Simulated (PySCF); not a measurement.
# BH₈O₂PSi₂: a tour of settings, part 2 of 2

PySCF 2.14.0. Atoms count from 0.

### Step 5. Spin-spin couplings: wB97X-D/IGLO-II

Job settings and geometry (Å):

```
{"job": {"kind": "j", "xc": "wB97X-D", "basis": "IGLO-II", "scf": {"damp": 0.3}, "grid": 1}, "charge": 0, "multiplicity": 1}
O      1.676117    -1.775875    -0.823965
B      1.591163    -0.596191    -0.175233
O      2.716504    -0.120163     0.413542
Si    -0.186953     0.276561    -0.120132
Si    -1.984844    -0.936850     0.752776
P      0.126653     2.178032     1.113111
H      2.550195    -2.174832    -0.826337
H      2.655123     0.715109     0.878025
H     -0.633643     0.764006    -1.447701
H     -2.348703    -0.512262     2.110647
H     -1.701620    -2.371671     0.826511
H     -3.203690    -0.795428    -0.049465
H     -0.079232     3.053682     0.070083
H     -1.177748     2.295409     1.535997
```

Method: wB97X-D/IGLO-II indirect spin-spin coupling, non-relativistic, gas phase.

The program printed:

```text
damping 0.30 in the first 6 cycles
final grid: 54552 points
cycle   1  E = -1100.3446794479  dE =  4.467e-01  |g| = 8.984e-01  |ddm| = 2.828e+00
cycle   2  E = -1100.4559264987  dE = -1.112e-01  |g| = 4.815e-01  |ddm| = 6.737e-01
cycle   3  E = -1100.4831047608  dE = -2.718e-02  |g| = 2.346e-01  |ddm| = 3.278e-01
cycle   4  E = -1100.4900201812  dE = -6.915e-03  |g| = 1.199e-01  |ddm| = 1.597e-01
cycle   5  E = -1100.4917065327  dE = -1.686e-03  |g| = 5.813e-02  |ddm| = 7.957e-02
cycle   6  E = -1100.4916002609  dE =  1.063e-04  |g| = 6.618e-02  |ddm| = 5.595e-02
cycle   7  E = -1100.4914173888  dE =  1.829e-04  |g| = 7.517e-02  |ddm| = 6.151e-02
cycle   8  E = -1100.4922547681  dE = -8.374e-04  |g| = 8.036e-04  |ddm| = 3.235e-02
cycle   9  E = -1100.4922549271  dE = -1.590e-07  |g| = 6.022e-04  |ddm| = 1.068e-03
cycle  10  E = -1100.4922550139  dE = -8.683e-08  |g| = 6.145e-05  |ddm| = 7.140e-04
cycle  11  E = -1100.4922550158  dE = -1.817e-09  |g| = 1.503e-05  |ddm| = 1.473e-04
cycle  12  E = -1100.4922550159  dE = -1.312e-10  |g| = 6.073e-06  |ddm| = 4.131e-05
converged SCF energy = -1100.4922550159

Indirect spin-spin couplings (Hz)
  i      j    bonds     total        FC       PSO       DSO        SD
  0 O    1 B    1     -4.026    -9.045     5.309    -0.145    -0.144
  0 O    3 Si   2     29.365    29.176     0.129     0.009     0.052
  0 O    4 Si   3     -0.618    -0.644     0.014     0.002     0.010
  0 O    5 P    3    -11.291   -11.267    -0.058     0.043    -0.010
  0 O    6 H    1    -75.535   -64.483   -10.657    -0.395         -
  0 O    7 H    3     -2.479    -2.827    -0.087     0.436         -
  0 O    8 H    3      0.807     0.796    -0.013     0.025         -
  0 O   13 H    4     -0.735    -0.761    -0.115     0.141         -
  1 B    2 O    1     -9.784   -15.065     5.454    -0.150    -0.024
  1 B    3 Si   1   -130.701  -129.786     0.373    -0.192    -1.097
  1 B    4 Si   2     -4.839    -4.970     0.034    -0.010     0.107
  1 B    5 P    2     30.519    30.675    -0.203     0.055    -0.008
  1 B    6 H    2     -5.358    -4.048    -0.280    -0.916    -0.115
  1 B    7 H    2      0.484     1.730    -0.311    -0.873    -0.062
  1 B    8 H    2      2.526     2.526    -0.025    -0.010     0.034
  1 B    9 H    3      0.758     0.815     0.082    -0.122    -0.016
  1 B   10 H    3      0.347     0.333    -0.130     0.147    -0.004
  1 B   11 H    3      3.838     3.914     0.168    -0.242    -0.001
  1 B   12 H    3      0.154     0.243     0.040    -0.113    -0.016
  1 B   13 H    3      4.801     4.924     0.197    -0.315    -0.006
  2 O    3 Si   2      1.980     1.643     0.094    -0.002     0.245
  2 O    4 Si   3      0.197     0.288     0.014    -0.016    -0.089
  2 O    5 P    3      0.854     0.547     0.364    -0.010    -0.048
  2 O    6 H    3     -2.118    -2.795     0.732    -0.055         -
  2 O    7 H    1    -86.642   -76.125   -10.111    -0.407         -
  2 O    8 H    3     -0.538    -0.538    -0.137     0.137         -
  2 O   13 H    4      0.224     0.175    -0.117     0.166         -
  3 Si   4 Si   1     74.384    72.073    -0.659     0.043     2.927
  3 Si   5 P    1      6.169    20.553    -1.272    -0.084   -13.028
  3 Si   6 H    3    -12.330   -12.307    -0.360     0.379    -0.041
  3 Si   7 H    3     -2.293    -2.270     0.012    -0.085     0.050
  3 Si   8 H    1   -151.663  -151.455     0.425    -0.357    -0.275
  3 Si   9 H    2     -5.873    -5.841    -0.057     0.100    -0.076
  3 Si  10 H    2     -7.239    -7.205    -0.047     0.095    -0.082
  3 Si  11 H    2     -4.369    -4.401    -0.020     0.103    -0.051
  3 Si  12 H    2      3.993     4.067    -0.002    -0.007    -0.065
  3 Si  13 H    2      4.405     4.513    -0.022    -0.010    -0.075
  4 Si   5 P    2      1.820     0.914     0.529     0.015     0.362
  4 Si   6 H    4      0.523     0.488    -0.193     0.214     0.013
  4 Si   8 H    2     -1.253    -1.259    -0.005     0.073    -0.063
  4 Si   9 H    1   -161.310  -161.261     0.459    -0.184    -0.324
  4 Si  10 H    1   -162.415  -162.388     0.500    -0.179    -0.348
  4 Si  11 H    1   -166.863  -166.853     0.501    -0.171    -0.340
  4 Si  12 H    3     -4.027    -4.131    -0.082     0.153     0.033
  4 Si  13 H    3     -6.866    -6.877     0.101    -0.136     0.046
  5 P    6 H    4      6.273     6.420     0.320    -0.446    -0.020
  5 P    7 H    4     -6.850    -6.556    -0.879     0.725    -0.140
  5 P    8 H    2      2.022     2.169     0.205    -0.180    -0.171
  5 P    9 H    3      1.823     1.751     0.120     0.097    -0.147
  5 P   10 H    3      2.052     2.241     0.281    -0.383    -0.086
  5 P   11 H    3      0.769     0.941     0.225    -0.261    -0.137
  5 P   12 H    1    193.883   186.761     6.763     0.428    -0.070
  5 P   13 H    1    200.384   192.987     6.940     0.450     0.007
  6 H    7 H    4     -0.600    -0.267     2.673    -3.006         -
  6 H    8 H    4     -0.837    -0.674     1.442    -1.605         -
  6 H    9 H    5     -0.253    -0.078     0.907    -1.082         -
  6 H   12 H    5     -0.211    -0.027     0.913    -1.097         -
  6 H   13 H    5      0.263     0.503     1.049    -1.290         -
  7 H    8 H    4     -0.242    -0.008     0.606    -0.841         -
  7 H   13 H    5     -0.857    -0.448     0.555    -0.964         -
  8 H    9 H    3      4.669     5.048     1.036    -1.415         -
  8 H   10 H    3      1.129     1.431     0.823    -1.125         -
  8 H   11 H    3      3.557     3.481    -0.288     0.364         -
  8 H   12 H    3      9.916     9.602    -0.878     1.191         -
  8 H   13 H    3     -0.228    -0.057     0.283    -0.454         -
  9 H   10 H    2     -2.942    -2.469     1.312    -1.785         -
  9 H   11 H    2     -2.358    -1.902     1.285    -1.742         -
  9 H   12 H    4     -0.284    -0.050     0.546    -0.781         -
  9 H   13 H    4      0.307    -0.100    -1.106     1.514         -
 10 H   11 H    2     -2.671    -2.188     1.336    -1.819         -
 10 H   13 H    4      0.862     1.088     0.673    -0.900         -
 11 H   12 H    4      0.221     0.353     0.293    -0.425         -
 11 H   13 H    4      0.248     0.199    -0.139     0.188         -
 12 H   13 H    2    -10.270   -10.289     0.774    -0.755         -
```

It took 88 s on 1 thread of Arm Neoverse V1, shared host; peak memory 1 GiB.

A choice of the couplings up to four bonds, sorted by the number of bonds, with means over like pairs; isotopes 11B, 1H, 17O, 31P, 29Si:

| pair | bonds | J (Hz) | Fermi contact (Hz) |
| --- | --- | --- | --- |
| P5–H12 | 1 | 197.1 | 189.9 |
| Si4–H9 | 1 | -163.5 | -163.5 |
| Si3–H8 | 1 | -151.7 | -151.5 |
| B1–Si3 | 1 | -130.7 | -129.8 |
| O0–H6 | 1 | -81.1 | -70.3 |
| Si3–Si4 | 1 | 74.4 | 72.1 |
| O0–B1 | 1 | -6.9 | -12.1 |
| Si3–P5 | 1 | 6.2 | 20.6 |
| B1–P5 | 2 | 30.5 | 30.7 |
| O0–Si3 | 2 | 15.7 | 15.4 |
| H12–H13 | 2 | -10.3 | -10.3 |
| Si3–H9 | 2 | -5.8 | -5.8 |
| B1–Si4 | 2 | -4.8 | -5.0 |
| Si3–H12 | 2 | 4.2 | 4.3 |
| H9–H10 | 2 | -2.7 | -2.2 |
| B1–H8 | 2 | 2.5 | 2.5 |
| B1–H6 | 2 | -2.4 | -1.2 |
| Si3–H6 | 3 | -7.3 | -7.3 |
| Si4–H12 | 3 | -5.4 | -5.5 |
| O0–P5 | 3 | -5.2 | -5.4 |
| H8–H12 | 3 | 4.8 | 4.8 |
| H8–H9 | 3 | 3.1 | 3.3 |
| B1–H12 | 3 | 2.5 | 2.6 |
| O0–H7 | 3 | -2.3 | -2.8 |
| B1–H9 | 3 | 1.6 | 1.7 |
| P5–H9 | 3 | 1.5 | 1.6 |

Means hide unlike values in this fixed geometry: O0–B1 from -9.8 to -4.0 Hz; O0–Si3 from 2.0 to 29.4 Hz; B1–H6 from -5.4 to 0.5 Hz. They hold only if the pairs exchange fast.

The spin-dipole term was solved for some atoms only; pairs without it lack that part.

The response was solved for the nuclei of B, H, P, Si alone, so couplings that need other nuclei can be missing.

Quadrupole couplings from the field gradients of the same density:

| atom | isotope | eQq/h (MHz) | η |
| --- | --- | --- | --- |
| O0 | 17O | -8.242 | 0.05 |
| O2 | 17O | -7.811 | 0.16 |
| B1 | 11B | 3.242 | 0.27 |

Shifts (PBE0/pcSseg-1, unscaled) and these couplings together give the proton spectrum at 400 MHz below. Couplings to quadrupolar nuclei are left out.

1H NMR δ 5.48 (br s, 2H), 4.10 (tqd, J = 4.8, 3.1, 2.0 Hz, 1H), 3.59 (dd, J = 3.1, 1.5 Hz, 3H), 1.03 (dd, J = 197.1, 4.8 Hz, 2H). The letters are first-order; like nuclei with unlike couplings give more lines.

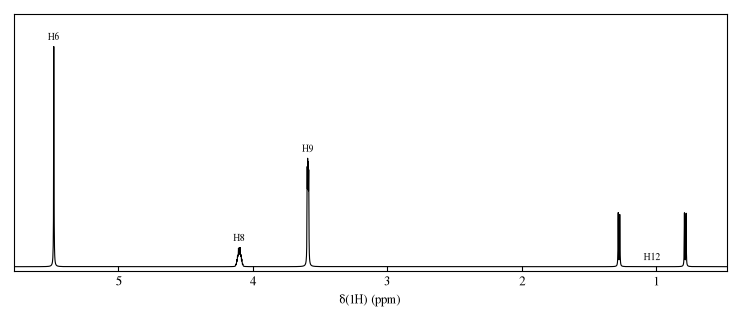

Simulated proton spectrum at 400 MHz, by exact diagonalisation of each spin system; lines 1.2 Hz wide, exchangeable protons uncoupled.

### Step 6. Shielding tensors: B97-D/pcSseg-0

Settings changed since step 5:

```diff
@@ -1,2 +1,2 @@
-{"job": {"kind": "j", "xc": "wB97X-D", "basis": "IGLO-II", "scf": {"damp": 0.3}, "grid": 1}, "charge": 0, "multiplicity": 1}
+{"job": {"kind": "nmr", "xc": "B97-D", "basis": "pcSseg-0", "pop": false, "gauge": [0, 0, 0], "scf": {"max_cycle": 96}}, "charge": 0, "multiplicity": 1}
 O      1.676117    -1.775875    -0.823965
```

Method: common gauge origin B97-D/pcSseg-0 NMR shielding, non-relativistic, gas phase.

The program printed:

```text
final grid: 112384 points
cycle   1  E = -1098.7652384265  dE =  4.040e-01  |g| = 9.127e-01  |ddm| = 3.596e+00
cycle   2  E = -1098.3793132391  dE =  3.859e-01  |g| = 1.663e+00  |ddm| = 3.240e+00
cycle   3  E = -1098.9172925482  dE = -5.380e-01  |g| = 9.421e-02  |ddm| = 2.365e+00
cycle   4  E = -1098.9195352975  dE = -2.243e-03  |g| = 4.224e-02  |ddm| = 2.025e-01
cycle   5  E = -1098.9200651734  dE = -5.299e-04  |g| = 1.562e-02  |ddm| = 9.284e-02
cycle   6  E = -1098.9201111709  dE = -4.600e-05  |g| = 5.952e-03  |ddm| = 1.893e-02
cycle   7  E = -1098.9201193463  dE = -8.175e-06  |g| = 1.016e-03  |ddm| = 1.075e-02
cycle   8  E = -1098.9201196943  dE = -3.480e-07  |g| = 2.715e-04  |ddm| = 2.506e-03
cycle   9  E = -1098.9201197198  dE = -2.547e-08  |g| = 7.963e-05  |ddm| = 7.532e-04
cycle  10  E = -1098.9201197218  dE = -2.001e-09  |g| = 1.861e-05  |ddm| = 1.978e-04
cycle  11  E = -1098.9201197219  dE = -1.164e-10  |g| = 6.733e-06  |ddm| = 5.348e-05
converged SCF energy = -1098.9201197219

GIAO shielding tensors (ppm)
atom      isotropic    diamagn.    paramagn.     s11        s22        s33       span
  0 O      165.296     469.549    -304.254    -34.792    236.620    294.059    328.851
  1 B      242.099     463.216    -221.118    171.416    215.216    339.664    168.248
  2 O      124.570     445.943    -321.373    -66.211    145.435    294.487    360.698
  3 Si     669.859    1090.564    -420.705    619.643    663.470    726.464    106.821
  4 Si     573.657     956.560    -382.903    554.760    573.943    592.268     37.508
  5 P      589.955    1028.592    -438.637    421.453    613.501    734.910    313.456
  6 H      -86.071    -135.067      48.995   -204.383   -138.673     84.842    289.224
  7 H       56.730      73.804     -17.074    -98.641     64.193    204.638    303.279
  8 H       87.643     114.194     -26.551     64.427     66.500    132.002     67.575
  9 H        5.587       9.116      -3.529    -81.773    -21.879    120.413    202.186
 10 H       25.988      33.874      -7.886    -63.170     14.487    126.648    189.818
 11 H       -9.832      -9.659      -0.173    -81.329    -47.119     98.951    180.280
 12 H       15.970      21.431      -5.460    -79.287    -17.188    144.386    223.673
 13 H       25.714      33.172      -7.458    -93.011     10.954    159.198    252.210
```

It took 7 s on 1 thread of Arm Neoverse V1, shared host; peak memory 0.42 GiB.

A normal end doesn't make this result sound: a common gauge origin replaces GIAOs, so the shieldings depend on where the origin lies. Its shieldings differ from those of step 2 (PBE0/pcSseg-1) by up to 199 ppm (Si3).

### Step 7. Comparing the runs: electronic excitations

Excitations and ground-state properties, with basis size and wall time:

| run | lowest singlet (eV) | brightest (eV) | f | gap (eV) | α (Å³) | μ (D) | functions | time |
| --- | --- | --- | --- | --- | --- | --- | --- | --- |
| PBE0/def2-SVPD | 5.19 | 6.33 | 0.094 | 6.41 | 16.24 | 0.80 | 202 | 31 s |
| KT2/def2-SVPD | 4.64 | 5.81 | 0.066 | 4.54 | 17.00 | 0.83 | 202 | 31 s |

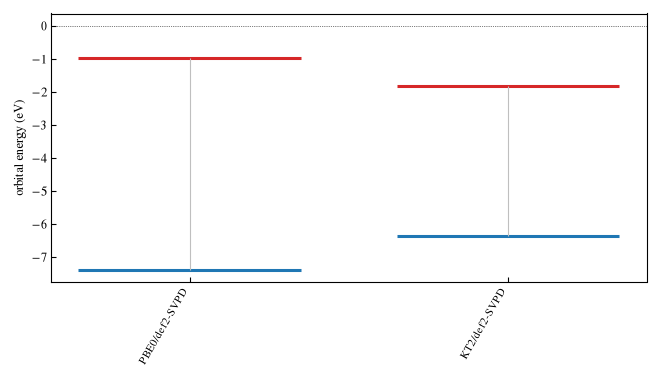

HOMO (blue) and LUMO (red) run by run.

### Step 8. Outcome

What follows sums up all 2 parts.

```
                                                               quantity                                            value
 1H shifts against TMS (PBE0/pcSseg-1, means over atoms taken as alike)                       5.48, 4.10, 3.59, 1.03 ppm
17O shifts against H2O (PBE0/pcSseg-1, means over atoms taken as alike)                                        153.4 ppm
                            11B shifts against BF3·OEt2 (PBE0/pcSseg-1)                                         30.3 ppm
                                29Si shifts against TMS (PBE0/pcSseg-1)                               -107.0, -121.6 ppm
                               31P shifts against H3PO4 (PBE0/pcSseg-1)                                       -311.5 ppm
                                        lowest singlet (PBE0/def2-SVPD)                      5.19 eV (239 nm), f = 0.005
                               brightest single state of those computed                      state 4, 6.33 eV, f = 0.094
                                                         lowest triplet                                          4.81 eV
                        largest coupling of the table (wB97X-D/IGLO-II)  1J(P,H) P5–H12, 197.1 Hz (mean over like pairs)
                                            range of the lowest singlet                                  4.64 to 5.19 eV
                                          property runs in this session  5, of which 0 failed and 1 gave unsound results
```

What this shows: Single values in the summary come from the first sound run of each kind (PBE0/pcSseg-1; PBE0/def2-SVPD; wB97X-D/IGLO-II), which need not be the best level. At PBE0/pcSseg-1: Shielding is most anisotropic at O0, O2 (span 242 ppm, paramagnetic term -204 ppm). The lowest singlet, at 5.19 eV, is HOMO→LUMO 0.97 and is weak; of the 6 states computed, the strongest absorption comes from state 4 at 6.33 eV. The lowest triplet lies 0.38 eV below the lowest singlet (triplets in Tamm-Dancoff, singlets in full TDDFT). Of the pairs tabulated at wB97X-D/IGLO-II, P5–H12 (mean over like pairs) couples most strongly (197.1 Hz; Fermi contact 189.9 Hz). Couplings across rotatable bonds belong to this one conformer; where others are populated, the observed values are averages. The lowest singlet runs from 4.64 eV (KT2/def2-SVPD) to 5.19 eV (PBE0/def2-SVPD), while the orbital gap spans 4.54 to 6.41 eV: the excitation energy moves far less from run to run than the orbital gap does. Some runs use the Tamm-Dancoff approximation and others full TDDFT, which shifts states apart from functional and basis. The lowest state need not be the same one in every run.
